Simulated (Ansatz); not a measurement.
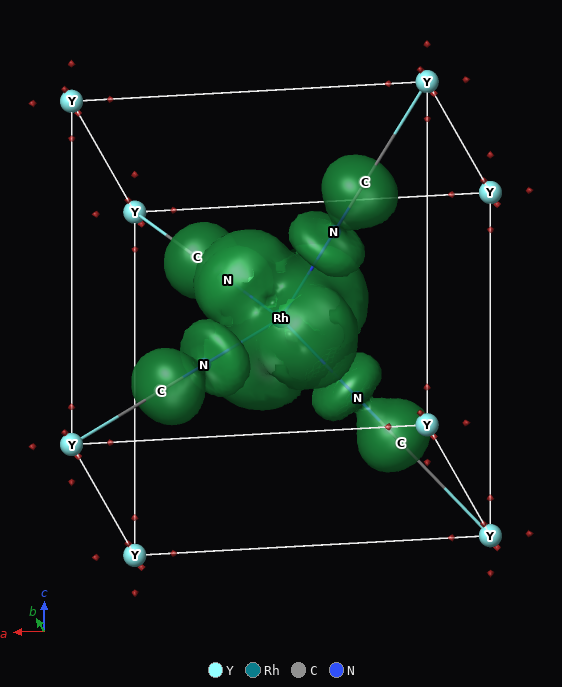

*YRhC4N4. Isosurfaces of the spin density (up minus down) at +0.01 (green) and −0.01 e/Å³ (red), seen at an oblique angle. Sticks mark near contacts.*

Space group P-43m; a structure generated by program, which may or may not match a known phase; spin-polarised.

These are results of DFT PBE, scalar-relativistic, plane waves, PAW (Ansatz), not measurements.

Core electrons are frozen (PAW), and the valence fields are smoothed inside the atomic spheres.

```
Y Rh C N
1.0
     6.47211    0.00000    0.00000
     0.00000    6.47211    0.00000
     0.00000    0.00000    6.47211
Y Rh C N
1 1 4 4
Direct
  0.00000 0.00000 0.00000
  0.50000 0.50000 0.50000
  0.21247 0.21247 0.21247
  0.21247 0.78753 0.78753
  0.78753 0.21247 0.78753
  0.78753 0.78753 0.21247
  0.31725 0.31725 0.31725
  0.31725 0.68275 0.68275
  0.68275 0.31725 0.68275
  0.68275 0.68275 0.31725
```

Describe the spin distribution.

The spin density sits on Rh: +1.2 μB in one cell of 10 atoms: parallel main moments, as they must be, since the calculation's own cell holds one magnetic site. The cell of the calculation (10 atoms) carries 2.0 μB of net spin moment.
